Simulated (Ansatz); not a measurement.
# BH₃OSi (SMILES B[SiH]=O): what the fields show

```tsv
atom	x (Å)	y (Å)	z (Å)
B	0.2535	-0.5269	-0.8574
Si	-0.2354	0.4802	0.8018
O	-0.4596	1.9858	0.7443
H	-0.5923	-0.9660	-1.5763
H	1.3963	-0.6591	-1.1762
H	-0.3625	-0.3140	2.0638
```

Geometry: PBE0-D4/def2-TZVP.

Level of theory: Ansatz 0.2.0, RKS PBE0-D4/def2-TZVPP.

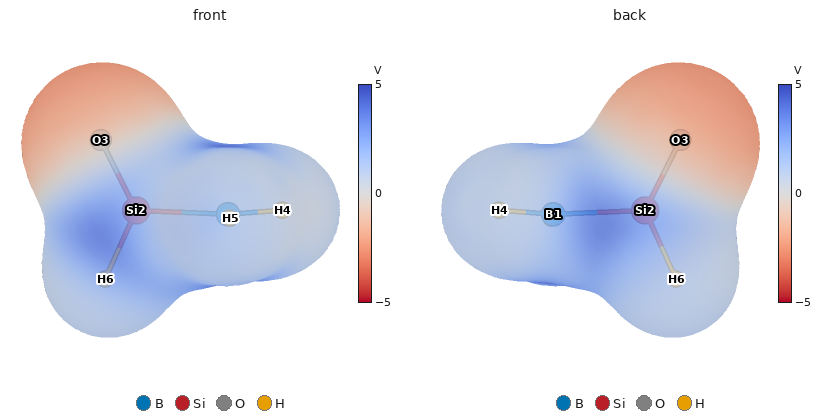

Figure 1. The molecular electrostatic potential painted on the density surface at 0.004 e/bohr³, seen from the front and from behind; red is negative and blue positive.

Question: Which sites attract a positive test charge, and which a negative one?

Answer: A positive charge is drawn to the negative regions and a negative charge to the positive ones. The most negative region (about −2.5 V) lies over O3, the most positive (about +3.9 V) over B1. O3 is the likeliest acceptor of a hydrogen bond.

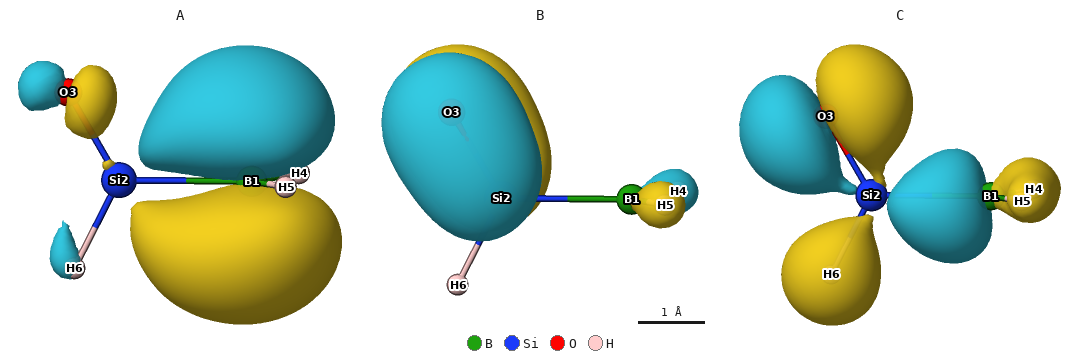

Figure 2. Three frontier orbitals at ±0.1 Å⁻³ᐟ² (yellow and cyan are the two phases), in no order.

Question: Which picture is the HOMO−1, the HOMO and the LUMO?

Answer: B is the HOMO−1 (−8.85 eV). By Hirshfeld shares it lies mainly on O3 (about 70 %) and Si2 (about 25 %). C is the HOMO (−7.77 eV). Its weight (Hirshfeld) is mainly on O3 (about 60 %), Si2 (about 20 %), B1 (about 10 %) and H6 (about 10 %). A is the LUMO (−3.15 eV). By Hirshfeld shares it lies mainly on B1 (about 65 %), Si2 (about 20 %), H4 (about 5 %) and H5 (about 5 %).

Question: What is the HOMO–LUMO gap?

Answer: 4.62 eV between the orbital energies.

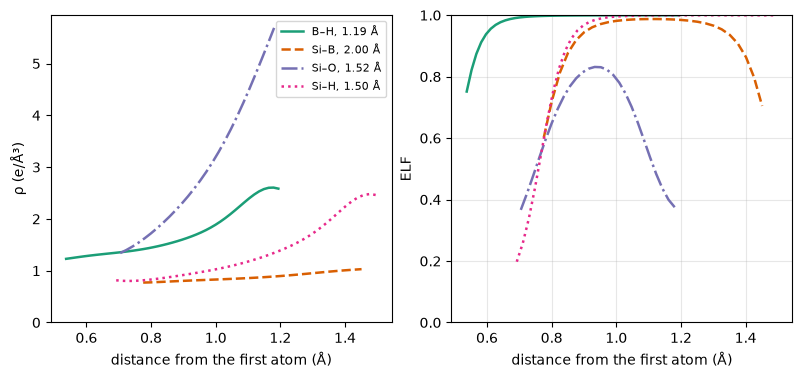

Figure 3. Total electron density and electron localisation function along straight lines between neighbouring atoms. The curves leave out the atomic cores.

Question: What can be read from the curves?

Answer: B–H (1.19 Å): the density is about 1.3 e/Å³ at the midpoint; the ELF climbs to about 1 towards the hydrogen, as it does in any bond to H (an ordinary covalent bond to hydrogen).
Si–B (2.00 Å): ρ is about 0.83 e/Å³ halfway; the ELF peaks at about 1 between the atoms (a shared electron pair).
Si–O (1.52 Å): the density is about 1.5 e/Å³ at the midpoint; the ELF peaks at about 0.85 between the atoms (a polar covalent bond).
Si–H (1.50 Å): ρ is about 0.8 e/Å³ halfway; the ELF climbs to about 1 towards the hydrogen.
